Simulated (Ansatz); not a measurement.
**HfH+ (singlet): from Hartree-Fock to the top rungs, def2-TZVP**

Aim: climb from Hartree-Fock through coupled cluster for HfH+ (singlet) at one geometry and basis, and see what each rung misses.

Method: def2-TZVP, core rule «outside noble gas», up to 4 orbitals frozen; program: Ansatz 0.2.0, Gaussian basis.

To be run: UHF; CCSD(T) on RHF; CCSD(T) on UHF; CISD; CCSDT(Q) on RHF; CCSDT(Q) on UHF; Full CI.

19 further runs of the same task are left out: 9 for a known fault of the program, 6 that didn't finish, 4 set aside as unsound or not needed.

### 1 What is computed

The geometry is a PBE0/def2-TZVP stationary point (not a proven minimum) of the parent state, kept for this charge and spin. No spin-orbit coupling is included. Elements past krypton take def2 core potentials.

2 atoms, charge 1, spin multiplicity 1.

Atoms are counted from 1 here; the program's logs count them from 0.

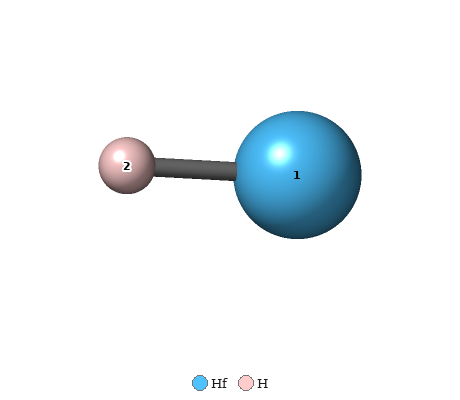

The geometry (hafnium blue, hydrogen pink); atoms are numbered from 1 in the order of the file.

### 2 UHF

File in.yaml:

```yaml
crystal:
  periodic: [false, false, false]
  atoms:
    - {symbol: Hf, position_ang: [0.000000, 0.000000, 0.000000]}
    - {symbol: H, position_ang: [0.000000, 0.000000, 1.831618]}
basis:
  gaussian: {orbitals: def2-TZVP}
total_charge: 1
magnetization: {spin_polarized: true, initial_magnetization: 0}
hamiltonian: {xc: hf}
output: {orbitals: {seedname: orbitals}}
```

Command:

```sh
$ ansatz run in.yaml --threads 1 --pin off --events-out ev --progress --plain --max-ram 2393MiB
```

The runs that follow: CCSD(T) on RHF; CCSD(T) on UHF; CISD; CCSDT(Q) on RHF; CCSDT(Q) on UHF; Full CI.

**Question.** What will the summary of the whole plan be? Wanted: FCI below the RHF energy; RMP2 from FCI; UMP2 from FCI; RCCSD from FCI; RCCSD(T) from FCI; UCCSD(T) from FCI; RCCSDT(Q) from FCI; UCCSDT(Q) from FCI; T1 diagnostic.

As calculated:

```
                         quantity                                                     value
         FCI below the RHF energy                                                -2.2109 eV
                    RMP2 from FCI                                           +16.38 kcal/mol
                    UMP2 from FCI                                           +12.05 kcal/mol
                   RCCSD from FCI                                            +2.10 kcal/mol
                RCCSD(T) from FCI                                            +0.57 kcal/mol
                UCCSD(T) from FCI                                            +0.96 kcal/mol
               RCCSDT(Q) from FCI                                            -0.02 kcal/mol
               UCCSDT(Q) from FCI                                            +0.49 kcal/mol
levels within 1 kcal/mol (43 meV)  RCCSD(T), UCCSD(T), RCCSDT, UCCSDT, RCCSDT(Q), UCCSDT(Q)
                    T1 diagnostic                                                     0.020
   effectively unpaired electrons                                                      0.40
```

**Reading.** RCCSD(T) lands +0.57 kcal/mol from the yardstick (1.1 % of the correlation energy). The occupations show some static correlation. These misses are within one basis, not against nature.
